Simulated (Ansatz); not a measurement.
Molecule (SMILES): [Cl][Al][Cl], doublet.
Atoms: Al1, Cl2, Cl3. Bonds: Al1-Cl2, Al1-Cl3.

Basis-set convergence of the optimised Al1-Cl2 bond length at PBE with Ansatz (a program for electronic structure). Cartesian d functions, on some or all atoms, in 6-31G**, 6-31+G*, 6-311+G**; all else is spherical. The program fits the integrals of some runs and decomposes those of others, by size. Open shells are unrestricted. No added dispersion term, no relativity. Reference: the value in pcseg-3, 2.1165 Å, itself unsure by roughly 0.0005 Å (its mean distance from def2-QZVPP, cc-pV(Q+d)Z). Deviations are taken from unrounded values.

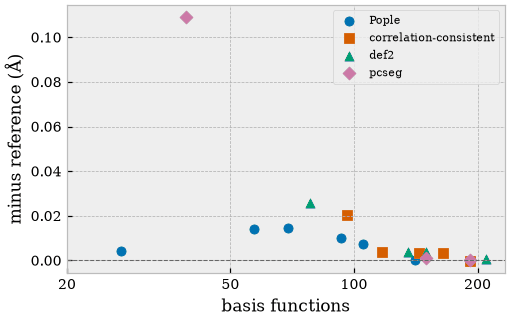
Deviation from the reference against the number of basis functions, by family of sets.

```csv
basis,functions,optimised Al1-Cl2 bond length (Å),minus reference (Å)
STO-3G,27,2.1206,0.0041
pcseg-0,39,2.2257,0.1092
6-31G**,57,2.1306,0.0141
6-31+G*,69,2.1311,0.0147
def2-SVPD,78,2.1421,0.0256
6-311+G**,93,2.1264,0.0099
aug-cc-pV(D+d)Z,96,2.1368,0.0204
"6-311++G(2d,2p)",105,2.1237,0.0072
cc-pV(T+d)Z,117,2.1204,0.0039
def2-TZVPD,135,2.1203,0.0038
"6-311++G(3df,3pd)",141,2.1169,0.0004
jun-cc-pV(T+d)Z,144,2.1197,0.0032
aug-pcseg-2,150,2.1177,0.0012
def2-TZVPPD,150,2.1202,0.0038
aug-cc-pV(T+d)Z,165,2.1200,0.0035
cc-pV(Q+d)Z,192,2.1162,-0.0003
pcseg-3,192,2.1165,0.0000
def2-QZVPP,210,2.1173,0.0008
```
